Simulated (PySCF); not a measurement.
**GeNH$_{4}$O (charge +1): single-point calculation**

The run: single-point calculation of GeNH$_{4}$O, charge +1. Method and program: PBE0/def2-SVPD, RKS (PySCF 2.14.0).

The geometry is that of the parent species in another charge or spin state. The geometry comes from this level: PBE0-D4/def2-TZVP.

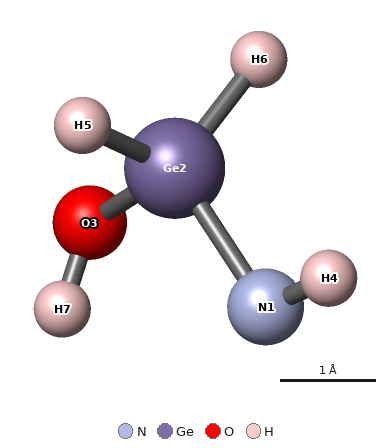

**Figure 1.** The structure (ball-and-stick view, seen at a tilt; atoms are numbered from 1 in the order of the input). Sticks mark near contacts. Bond lengths as drawn: Ge–H 1.54 Å, Ge–N 1.86 Å, Ge–O 1.77 Å, H–N 1.03 Å and H–O 0.96 Å.

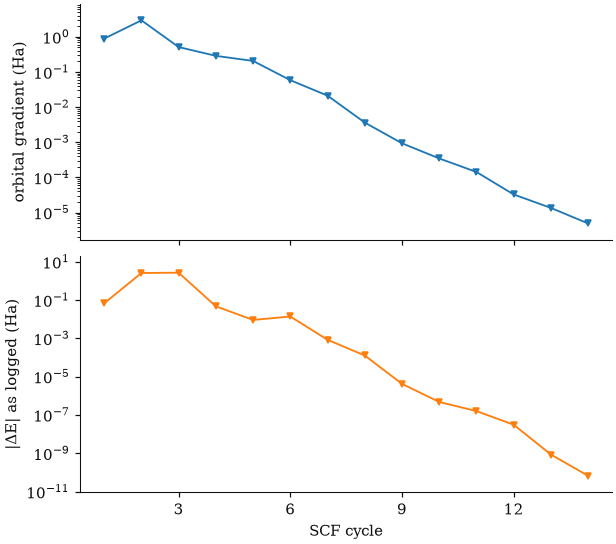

**Figure 2.** Convergence of the self-consistent field: orbital gradient and size of the energy change against the SCF cycle. The residual comes down, with one marked jump up, by a factor of about 3, at step 2.

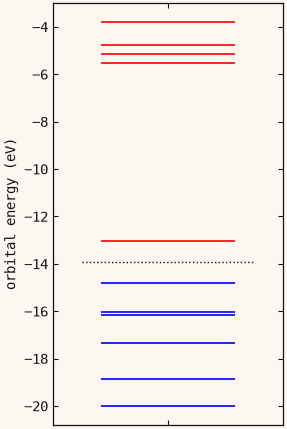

**Figure 3.** Orbital energies near the frontier; the dotted line parts filled from empty levels, and levels within 0.02 eV of each other stand side by side. Highest filled −14.82 eV, lowest empty −13.03 eV, 1.79 eV apart.

The input and output of the run follow.

### Input (run.py)
```python
from pyscf import gto, dft

mol = gto.Mole()
mol.atom = [
    ('N', (-1.180000, -0.629600, -0.704300)),
    ('Ge', (0.091800, 0.357900, 0.227300)),
    ('O', (1.488100, -0.708500, 0.454200)),
    ('H', (-2.073700, -0.127300, -0.724700)),
    ('H', (0.468500, 1.575300, -0.644200)),
    ('H', (-0.348300, 0.758200, 1.642900)),
    ('H', (1.614800, -1.294000, -0.296700)),
]
mol.verbose = 4
mol.max_memory = 1860
mol.charge = 1
mol.spin = 0
mol.basis = 'def2-svpd'
mol.build()

calc0 = dft.RKS(mol)
calc0.xc = 'pbe0'
calc0.grids.level = 5
calc0.conv_tol = 1e-10
calc0.kernel()
if not calc0.converged:
    calc0 = calc0.newton().run(calc0.mo_coeff, calc0.mo_occ)

energy = calc0.e_tot
print(f'total energy: {energy:.8f} hartree')
```

Command:
```bash
OMP_NUM_THREADS=1 python run.py
```

### Output
```
PySCF version 2.14.0

[INPUT] num. atoms = 7
[INPUT] num. electrons = 50
[INPUT] charge = 1
[INPUT] spin (= nelec alpha-beta = 2S) = 0
[INPUT] symmetry False subgroup None
[INPUT] Mole.unit = angstrom
[INPUT] Symbol           X                Y                Z      unit          X                Y                Z       unit  Magmom
[INPUT]  1 N     -1.180000000000  -0.629600000000  -0.704300000000 AA   -2.229876826987  -1.189771568026  -1.330934109531 Bohr   0.0
[INPUT]  2 Ge     0.091800000000   0.357900000000   0.227300000000 AA    0.173476858235   0.676332979982   0.429534748114 Bohr   0.0
[INPUT]  3 O      1.488100000000  -0.708500000000   0.454200000000 AA    2.812101445965  -1.338870959254   0.858313605777 Bohr   0.0
[INPUT]  4 H     -2.073700000000  -0.127300000000  -0.724700000000 AA   -3.918725064511  -0.240562135657  -1.369484522472 Bohr   0.0
[INPUT]  5 H      0.468500000000   1.575300000000  -0.644200000000 AA    0.885336689359   2.976885564027  -1.217361569445 Bohr   0.0
[INPUT]  6 H     -0.348300000000   0.758200000000   1.642900000000 AA   -0.658191609186   1.432790347645   3.104631050048 Bohr   0.0
[INPUT]  7 H      1.614800000000  -1.294000000000  -0.296700000000 AA    3.051529745948  -2.445305605187  -0.560681741158 Bohr   0.0

nuclear repulsion = 203.948557678703
number of shells = 47
number of NR pGTOs = 183
number of NR cGTOs = 113
basis = def2-svpd
ecp = {}

******** <class 'pyscf.dft.rks.RKS'> ********
method = RKS
initial guess = minao
damping factor = 0
level_shift factor = 0
DIIS = <class 'pyscf.scf.diis.CDIIS'>
diis_start_cycle = 1
diis_space = 8
diis_damp = 0
SCF conv_tol = 1e-10
SCF conv_tol_grad = None
SCF max_cycles = 50
direct_scf = True
direct_scf_tol = 1e-13
XC library pyscf.dft.libxc version 7.0.0
    S. Lehtola, C. Steigemann, M. J.T. Oliveira, and M. A.L. Marques.,  SoftwareX 7, 1–5 (2018)
XC functionals = pbe0
radial grids:
    Treutler-Ahlrichs [JCP 102, 346 (1995); DOI:10.1063/1.469408] (M4) radial grids

becke partition: Becke, JCP 88, 2547 (1988); DOI:10.1063/1.454033
pruning grids: <function nwchem_prune>
grids dens level: 5
symmetrized grids: False
atomic radii adjust function: <function treutler_atomic_radii_adjust>
small_rho_cutoff = 0
Set gradient conv threshold to 1e-05
Initial guess from minao.
tot grids = 223992
init E= -2207.9300120403
  HOMO = -0.314308543521409  LUMO = -0.26443293586942  gap/eV = 1.35718
cycle= 1 E= -2207.9973109692  delta_E= -0.0673  |g|= 0.889  |ddm|=  2.9
  HOMO = -0.417726539936916  LUMO = -0.36388885022349  gap/eV = 1.46500
cycle= 2 E= -2205.4257361777  delta_E= 2.57  |g|= 2.94  |ddm|= 2.98
  HOMO = -0.563875234868962  LUMO = -0.461255586836622  gap/eV = 2.79242
cycle= 3 E= -2208.09710313938  delta_E= -2.67  |g|= 0.511  |ddm|= 2.64
  HOMO = -0.550791241975164  LUMO = -0.501553015906  gap/eV = 1.33984
cycle= 4 E= -2208.14393761034  delta_E= -0.0468  |g|= 0.287  |ddm|= 0.737
  HOMO = -0.520269405962629  LUMO = -0.467005494425264  gap/eV = 1.44938
cycle= 5 E= -2208.15304217156  delta_E= -0.0091  |g|= 0.206  |ddm|= 0.485
  HOMO = -0.537917867195616  LUMO = -0.485352550703697  gap/eV = 1.43038
cycle= 6 E= -2208.16679343989  delta_E= -0.0138  |g|= 0.0584  |ddm|= 0.286
  HOMO = -0.54308411258422  LUMO = -0.481339502112843  gap/eV = 1.68016
cycle= 7 E= -2208.16763273819  delta_E= -0.000839  |g|= 0.0212  |ddm|= 0.0409
  HOMO = -0.544345720581917  LUMO = -0.479396281467348  gap/eV = 1.76736
cycle= 8 E= -2208.1677598228  delta_E= -0.000127  |g|= 0.00364  |ddm|= 0.0198
  HOMO = -0.544446315110185  LUMO = -0.479075570193702  gap/eV = 1.77883
cycle= 9 E= -2208.167764021  delta_E= -4.2e-06  |g|= 0.000937  |ddm|= 0.00412
  HOMO = -0.54447990927184  LUMO = -0.479026308527832  gap/eV = 1.78108
cycle= 10 E= -2208.16776449624  delta_E= -4.75e-07  |g|= 0.000347  |ddm|= 0.00168
  HOMO = -0.544528036016286  LUMO = -0.479002721147002  gap/eV = 1.78303
cycle= 11 E= -2208.16776465484  delta_E= -1.59e-07  |g|= 0.000143  |ddm|= 0.00149
  HOMO = -0.544530039415285  LUMO = -0.479005907992959  gap/eV = 1.78300
cycle= 12 E= -2208.16776468572  delta_E= -3.09e-08  |g|= 3.28e-05  |ddm|= 0.000849
  HOMO = -0.544531425888881  LUMO = -0.479004065476992  gap/eV = 1.78309
cycle= 13 E= -2208.16776468658  delta_E= -8.59e-10  |g|= 1.36e-05  |ddm|= 0.000138
  HOMO = -0.544531110403442  LUMO = -0.479004374632269  gap/eV = 1.78307
cycle= 14 E= -2208.16776468664  delta_E= -6.64e-11  |g|= 4.91e-06  |ddm|= 1.69e-05
  HOMO = -0.544530035974099  LUMO = -0.479005684914738  gap/eV = 1.78301
Extra cycle  E= -2208.16776468655  delta_E= 9.19e-11  |g|= 1.82e-05  |ddm|= 2.29e-05
converged SCF energy = -2208.16776468655
total energy: -2208.16776469 hartree
```

### Key numbers

- outcome: converged
- total energy: −2208.167765 hartree
- basis functions: 113
- HOMO: −14.82 eV
- LUMO: −13.03 eV
- hardware: 1 thread of Intel Xeon @ 2.70GHz, 189 GiB of memory available, shared host
- wall time: 28 s
- peak memory: 0.61 GiB

### Notes

The record of the run, not the program, notes: dipole of an ion depends on the origin.
